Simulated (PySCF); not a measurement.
System: C$_{4}$H$_{14}$O$_{2}$Si$_{3}$ (SMILES CCO[SiH2]O/C([SiH3])=C\[SiH3]).

Input

```
{"job": {"kind": "nmr", "xc": "PBE0", "basis": "pcSseg-1"}, "charge": 0, "multiplicity": 1}
C      3.797833    -0.064106     0.539972
C      3.013636     0.357892    -0.694415
O      1.645757     0.451268    -0.444420
Si     0.597761    -0.760397    -0.292075
O     -0.747214     0.101920    -0.113527
C     -2.040348    -0.263657     0.081508
Si    -2.526726    -2.086288    -0.006688
C     -2.907027     0.726120     0.324122
Si    -2.304493     2.504476     0.396463
H      3.593228     0.621377     1.357770
H      3.502963    -1.065025     0.842221
H      4.862967    -0.054761     0.325325
H      3.194452    -0.354604    -1.508329
H      3.339937     1.350071    -1.024437
H      0.571480    -1.595763    -1.497428
H      0.852986    -1.605335     0.879889
H     -3.972665    -2.145669     0.203141
H     -2.180992    -2.636599    -1.317886
H     -1.833281    -2.842562     1.037527
H     -3.943916     0.470900     0.476430
H     -3.451046     3.341032     0.778864
H     -1.251316     2.646503     1.402843
H     -1.818726     2.930191    -0.917978
```

Launched as:

```sh
OMP_NUM_THREADS=1 python probes_run.py task.json out
```

Geometry: GFN2-xTB.

These are results of PySCF 2.14.0, PBE0/pcSseg-1, SCF density, gas phase, non-relativistic, not measurements.

Predict the electron density and electron localisation function between the atoms.

Answer. C–C (1.34 Å): ρ at the midpoint is about 2.3 e/Å³; the ELF peaks at about 0.95 between the atoms: a short, multiple covalent bond.
C–O (1.36 Å): ρ is about 2.3 e/Å³ halfway, with its minimum of 1.9 e/Å³ about 0.5 Å from C; the ELF peaks at about 0.90 between the atoms; a shared but strongly polarised pair.
Si–O (1.61 Å): ρ is about 1.2 e/Å³ halfway; the ELF peaks at about 0.85 between the atoms (a short, strongly polar bond).
C–Si (1.88 Å): ρ is about 0.92 e/Å³ halfway; the ELF peaks at about 0.95 between the atoms; localised, covalent bonding.

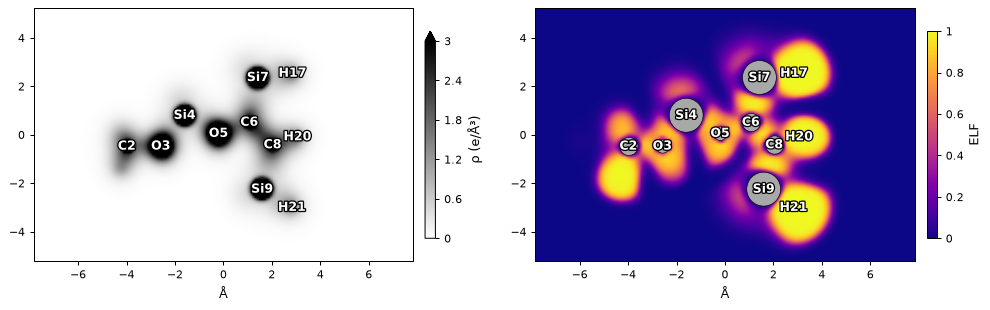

Computed electron density and electron localisation function on the plane of atoms O5, C6 and C8, in this order. Grey discs cover the atomic cores in the ELF map. 
